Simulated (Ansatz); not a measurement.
**The HOMO–LUMO gap down a group: F to Br**

All atoms of one element are swapped for its congeners: GaHF2 `[F][GaH][F]`; GaHCl2 `[Cl][GaH][Cl]`; GaHBr2 `[Br][GaH][Br]`. All are singlets with charge 0.

Shapes, held fixed at every level: PBE0-D4/def2-TZVP. Programs: Ansatz 0.2.0. Values in eV.

```csv
level,GaHF2,GaHCl2,GaHBr2
SPW92/def2-TZVPP,6.45,5.09,4.48
r2SCAN-D4/def2-TZVPP,7.27,5.85,5.16
PBE0-D4/def2-TZVPP,9.02,7.43,6.63
r2SCAN0-D4/def2-TZVPP,9.51,7.83,6.98
wB97M-V/def2-TZVPP,13.05,11.41,10.55
wB97X-V/def2-TZVPP,13.45,11.79,10.88
```

At wB97X-V/def2-TZVPP the HOMO–LUMO gap falls at every step, from 13.45 to 10.88 eV. Every level shows the same order. Relativity is left out for Br, Ga. Orbital gaps aren't excitation energies, and the LUMO depends on the basis.

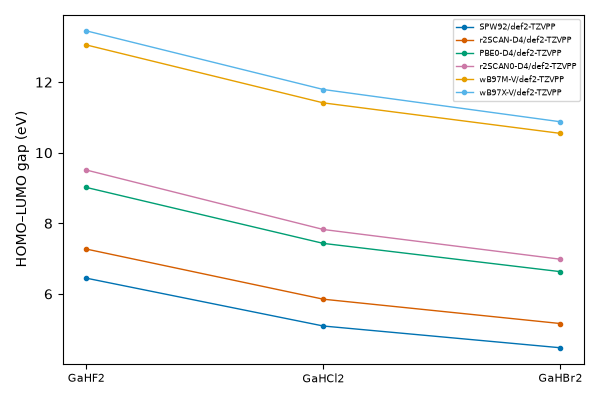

The trend along the series, level by level.
